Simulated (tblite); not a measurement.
# C34H36B2O4: the cost of one run

Computed with tblite 0.8.0 and PySCF 2.14.0 and routines of our own; the level stands in each step. Atoms count from 0.

## 1. The system as given

76 atoms, charge 0, multiplicity 1; geometry from: force field, distance geometry or constructed start.

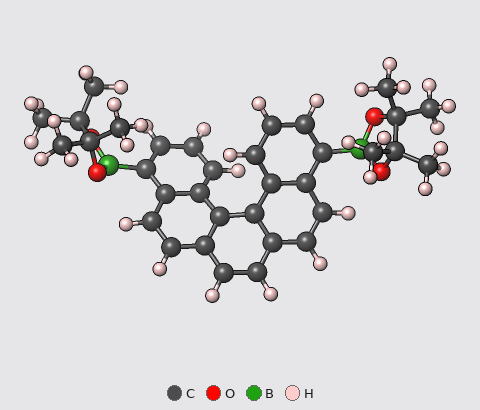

The starting geometry (carbon dark grey, oxygen red, boron green, hydrogen pink).

## 2. Optimising the geometry with GFN2-xTB

Job settings and geometry (Å):

```
{"job": {"kind": "relax", "xc": "GFN2-xTB", "basis": "xTB"}, "charge": 0, "multiplicity": 1}
C     -5.529000     1.634500     1.967800
C     -6.435000     0.755700     1.048500
C     -7.785900     1.474800     0.932400
O     -5.851000     0.711400    -0.226000
B     -5.042200    -0.504000    -0.124000
C     -3.460900    -0.347000    -0.110800
C     -2.757700    -1.044900     0.884000
C     -1.388500    -0.858700     1.060100
C     -0.679100    -0.036800     0.196100
C     -1.315100     0.574900    -0.906700
C     -2.737700     0.496100    -1.005800
C     -3.391800     1.286500    -1.969600
C     -2.690500     2.239100    -2.697000
C     -1.294000     2.318000    -2.612200
C     -0.622600     3.375200    -3.238900
C      0.757900     3.487400    -3.109800
C      1.502800     2.459200    -2.525700
C      2.894600     2.548500    -2.479000
C      3.660200     1.485000    -2.021700
C      3.063400     0.244400    -1.724800
C      3.834700    -0.902900    -1.406000
B      5.383700    -0.839500    -1.048700
O      5.861600     0.294900    -0.255400
C      6.140400    -0.330700     0.963500
C      7.284100     0.474300     1.639600
C      4.889300    -0.186000     1.884800
C      6.529200    -1.832500     0.603700
C      5.895300    -2.885500     1.544600
C      8.053800    -2.091300     0.577000
O      6.073900    -2.076900    -0.702300
C      3.218800    -2.164100    -1.376900
C      1.855200    -2.291000    -1.642900
C      1.078300    -1.164300    -1.883300
C      1.645500     0.126700    -1.834800
C      0.849300     1.302100    -2.034900
C     -0.575900     1.359400    -1.858700
O     -5.650600    -1.512100     0.726600
C     -6.544200    -0.764800     1.519400
C     -6.192900    -0.998200     3.008500
C     -7.948200    -1.376800     1.275100
H     -4.525300     1.191400     2.106500
H     -5.384000     2.633200     1.515300
H     -5.993500     1.779900     2.964500
H     -8.425900     1.011800     0.149400
H     -8.332100     1.470700     1.906200
H     -7.643600     2.537100     0.623100
H     -3.271600    -1.695300     1.583800
H     -0.880700    -1.350200     1.878600
H      0.366500     0.129500     0.411300
H     -4.453800     1.239800    -2.123100
H     -3.237800     2.909500    -3.341200
H     -1.160500     4.138400    -3.775600
H      1.254100     4.350700    -3.543900
H      3.395400     3.451800    -2.811700
H      4.734300     1.609600    -2.020900
H      6.947100     1.507500     1.875200
H      7.601900    -0.020900     2.585300
H      8.162900     0.580500     0.965500
H      4.615100     0.884600     1.990100
H      5.097100    -0.584300     2.896900
H      4.010200    -0.707400     1.458700
H      6.207600    -2.706400     2.593400
H      6.221600    -3.908900     1.257000
H      4.788500    -2.869200     1.474100
H      8.506900    -1.973500     1.590600
H      8.549500    -1.401400    -0.132600
H      8.266700    -3.123000     0.230200
H      3.782000    -3.064700    -1.150600
H      1.396500    -3.279000    -1.660800
H      0.033100    -1.318400    -2.116100
H     -6.856500    -0.391000     3.665800
H     -6.323600    -2.068100     3.282600
H     -5.132700    -0.739300     3.219400
H     -8.225700    -1.283600     0.205300
H     -7.932500    -2.464700     1.512900
H     -8.709700    -0.898600     1.906700
```

Run with:

```sh
> OMP_NUM_THREADS=4 python large_run.py task.json out
```

One launch serves the whole session: the jobs run in the order shown.

**Question.** How long does this first job take on 4 threads of Arm Neoverse V2, shared host, and how much memory does it need?

About 20 s, with a peak of 0.19 GiB.
